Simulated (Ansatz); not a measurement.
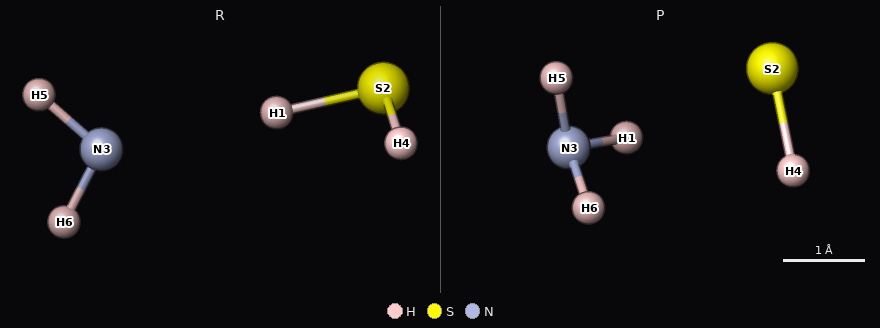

Reactant (R) and product (P) of one elementary step of NH4S (multiplicity 2). A ball-and-stick model, seen at a tilt.

Stationary points at PBE0-D4/def2-TZVP, single-point energies with CCSD(T)/CBS (def2-TZVPP where no basis is named; Ansatz 0.2.0). The energies are electronic, without zero-point or thermal terms, and both ends are the minima reached downhill from the saddle, with any fragments still in contact. CCSD(T)/CBS stands for a frozen-core estimate: MP2 correlation extrapolated from def2-TZVPP and def2-QZVPP, CCSD(T) minus MP2 from the smaller set.

R:
```xyz
6

H     0.8093   -0.2932   -0.1072
S     2.0512   -0.8199   -0.0419
N    -1.2142    0.5809   -0.3016
H     1.9203   -1.1288    1.2563
H    -1.4433    1.5532   -0.5331
H    -2.1234    0.1078   -0.2725
```

P:
```xyz
6

H    -0.3552   -0.2021   -1.1565
S     1.7350   -0.0717    0.4648
N    -0.9498    0.3235   -0.5309
H     1.2394   -1.0687    1.2180
H    -0.5342    1.2168   -0.3088
H    -1.1353   -0.1977    0.3135
```

**Predict the saddle point between them and the barrier.**

Counted by bonded pieces, R holds H₂S + NH₂ and P holds NH₃ + SH. From R over the saddle to P, a bond forms: H1–N3 (2.21 → 1.60 → 1.01 Å). A bond breaks: H1–S2 (1.35 → 1.41 → 2.65 Å). The saddle has one imaginary mode, 319i cm⁻¹. With CCSD(T)/CBS the barrier is 0.16 eV from R and 0.91 eV from P, and P lies 0.75 eV below R. By Pauling bond orders of the changing bonds the saddle lies closer to R, the higher end, as Hammond's postulate suggests.

Saddle geometry:

```xyz
6

H     0.4754   -0.2058   -0.4631
S     1.7140   -0.2273    0.2089
N    -1.0452    0.2946   -0.5652
H     1.3196   -1.2191    1.0225
H    -0.9771    1.3163   -0.5271
H    -1.4868    0.0414    0.3241
```

The saddle point in the same view, with dashed sticks for the bonds that form or break:

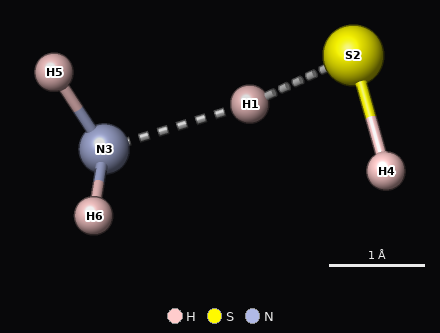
